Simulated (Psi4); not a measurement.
**CH3BO (B(CO)H3) at BP86/d-aug-cc-pVTZ (density fitting, sweep point 10)**

What is the vertical ionisation energy of CH3BO (B(CO)H3) at BP86/d-aug-cc-pVTZ (density fitting, sweep point 10)? The job is set up through a Python script.

Program for the calculation: Psi4 1.11.

## Step 1: The system as given

The species is CH3BO (6 atoms), meant as a singlet with charge 0. As SMILES, `[H]B([H])([H])<-[C-]#[O+]`. The shape is that of a GFN2-xTB optimisation.

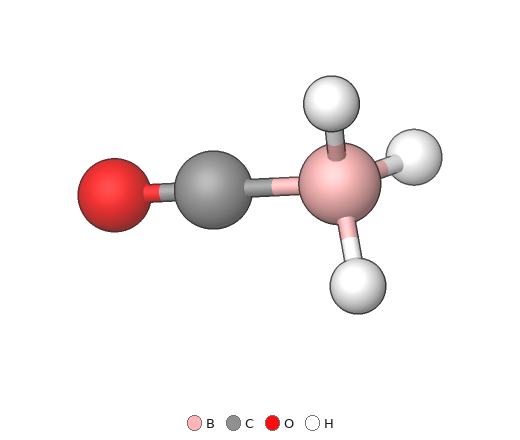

Viewed from a chosen angle; boron pink, carbon grey, oxygen red, hydrogen white.

## Step 2: The energy at BP86/d-aug-cc-pVTZ (density fitting, sweep point 10)

Input file job.py:

```python
import psi4

psi4.set_memory('1600 MB')
psi4.set_num_threads(1)
psi4.core.set_output_file('psi4.out', False)

m = psi4.geometry("""
B     -0.013250     0.005270    -0.516110
C      0.011910     0.007900     0.957520
O      0.044170    -0.008430     2.099160
H      1.125420     0.004210    -0.852220
H     -0.589380     0.982500    -0.862300
H     -0.578870    -0.991440    -0.826050
symmetry c1
""")

psi4.set_options({
    'basis': 'd-aug-cc-pVTZ',
    'puream': True,
    'scf_type': 'df',
    'dft_radial_points': 99,
    'dft_spherical_points': 590,
})

result = psi4.energy("bp86")
print('E =', round(result, 9))
```

Command:

```console
$ python job.py
```

psi4.out:

```text
[...]
  Running in c1 symmetry.
[...]
  Nuclear repulsion =   57.076153612729442
[...]
  Multiplicity = 1
[...]
  Nalpha       = 11
  Nbeta        = 11
[...]
    Number of basis functions: 282
[...]
   @DF-RKS iter   1:  -139.69576422151354   -2.86687e-01   2.65580e-03 DIIS/ADIIS
[...]
   @DF-RKS iter   8:  -140.02067941314834   -5.40667e-07   8.85044e-07 DIIS
[...]
    Orbital Energies [Eh]
    ---------------------
    Doubly Occupied:
       1A    -18.895112     2A    -10.055052     3A     -6.472440
       4A     -1.093311     5A     -0.605029     6A     -0.505889
       7A     -0.458203     8A     -0.458129     9A     -0.367736
      10A     -0.311223    11A     -0.310771
[...]
  @DF-RKS Final Energy:  -140.02067941314834
   => Energetics <=
    Nuclear Repulsion Energy =             57.0761536127294420
    One-Electron Energy =                -301.4072654696047948
    Two-Electron Energy =                 123.4267429061099932
    DFT Exchange-Correlation Energy =     -19.1163104623830016
    Empirical Dispersion Energy =           0.0000000000000000
    VV10 Nonlocal Energy =                  0.0000000000000000
    Total Energy =                       -140.0206794131483434
[...]
 Multipole Moments:
 ------------------------------------------------------------------------------------
     Multipole            Electronic (a.u.)      Nuclear  (a.u.)        Total (a.u.)
 ------------------------------------------------------------------------------------
 L = 1.  Multiply by 2.5417464519 to convert [e a0] to [Debye]
 Dipole X            :          0.0617949           -0.0565855            0.0052094
 Dipole Y            :          0.0131946           -0.0100865            0.0031081
 Dipole Z            :          3.9126671           -3.5122344            0.4004327
 Magnitude           :                                                    0.4004786
[...]
```

On the terminal:

```text
E = -140.020679413
```

Wall time 2.1 min (1 thread of Intel Xeon at 2.50GHz (Skylake/Cascade Lake), shared host); peak memory 1.3 GiB.

## Step 3: The doublet cation at the same level

Input file job.py:

```python
import psi4

psi4.set_memory(1600000000)
psi4.set_num_threads(1)
psi4.set_output_file('ch3bo.out', False)

mol = psi4.geometry("""
1 2
B     -0.013250     0.005270    -0.516110
C      0.011910     0.007900     0.957520
O      0.044170    -0.008430     2.099160
H      1.125420     0.004210    -0.852220
H     -0.589380     0.982500    -0.862300
H     -0.578870    -0.991440    -0.826050
units angstrom
symmetry c1
""")

options = {'basis': 'd-aug-cc-pVTZ', 'reference': 'uks', 'puream': True, 'scf_type': 'df', 'dft_radial_points': 99, 'dft_spherical_points': 590, 'maxiter': 150}
psi4.set_options(options)

e_tot = psi4.energy("BP86", molecule=mol)
print(f'BP86 energy: {e_tot:.10f} Eh')
```

Command:

```console
$ python job.py
```

ch3bo.out:

```text
[...]
  Running in c1 symmetry.
[...]
  Nuclear repulsion =   57.076153612729442
[...]
  Multiplicity = 2
[...]
  Nalpha       = 11
  Nbeta        = 10
[...]
    Number of basis functions: 282
[...]
   @DF-UKS iter   1:  -139.34542675233268    6.36507e-02   2.16134e-03 DIIS/ADIIS
[...]
   @DF-UKS iter  18:  -139.57228005473542   -2.75208e-07   9.92929e-07 DIIS
[...]
   @S^2 Observed:                7.551566766E-01
[...]
    Orbital Energies [Eh]
    ---------------------
    Alpha Occupied:
       1A    -19.171766     2A    -10.322145     3A     -6.803174
       4A     -1.354899     5A     -0.899941     6A     -0.764516
       7A     -0.724334     8A     -0.712709     9A     -0.676584
      10A     -0.637704    11A     -0.604304
    Alpha Virtual:
      12A     -0.366727    13A     -0.354746    14A     -0.192354
      15A     -0.149873    16A     -0.141035    17A     -0.136829
      18A     -0.126674    19A     -0.124265    20A     -0.123073
      21A     -0.082776    22A     -0.079627    23A     -0.079566
      24A     -0.060760    25A     -0.054020    26A     -0.051785
[...]
  @DF-UKS Final Energy:  -139.57228005473542
   => Energetics <=
    Nuclear Repulsion Energy =             57.0761536127294420
    One-Electron Energy =                -295.1904587730700769
    Two-Electron Energy =                 117.3264779393854553
    DFT Exchange-Correlation Energy =     -18.7844528337802501
    Empirical Dispersion Energy =           0.0000000000000000
    VV10 Nonlocal Energy =                  0.0000000000000000
    Total Energy =                       -139.5722800547354154
[...]
 Multipole Moments:
 ------------------------------------------------------------------------------------
     Multipole            Electronic (a.u.)      Nuclear  (a.u.)        Total (a.u.)
 ------------------------------------------------------------------------------------
 L = 1.  Multiply by 2.5417464519 to convert [e a0] to [Debye]
 Dipole X            :         -0.0509653           -0.0565855           -0.1075509
 Dipole Y            :          0.1479867           -0.0100865            0.1379002
 Dipole Z            :          2.1374949           -3.5122344           -1.3747395
 Magnitude           :                                                    1.3858183
[...]
```

Standard output:

```text
BP86 energy: -139.5722800547 Eh
```

Wall time 7.2 min (1 thread of Intel Xeon at 2.50GHz (Skylake/Cascade Lake), shared host); peak memory 1.3 GiB.

## Step 4: Summary of results

Level: BP86/d-aug-cc-pVTZ (density fitting, sweep point 10).

```
                                          quantity          value
                       singlet CH3BO: total energy  -140.02068 Eh
                      singlet CH3BO: dipole moment         1.02 D
                        singlet CH3BO: HOMO energy       -8.46 eV
                        singlet CH3BO: LUMO energy       -2.60 eV
                      singlet CH3BO: HOMO–LUMO gap        5.86 eV
                      doublet cation: total energy  -139.57228 Eh
doublet cation: HOMO energy (highest over α and β)      -16.04 eV
 doublet cation: LUMO energy (lowest over α and β)      -15.92 eV
                              doublet cation: ⟨S²⟩          0.755
vertical ionisation energy (to the doublet cation)      12.202 eV
```

Removing an electron at fixed nuclei costs 12.20 eV (281 kcal/mol). −ε(HOMO) before ionisation, 8.46 eV, is 3.75 eV below this ionisation energy.
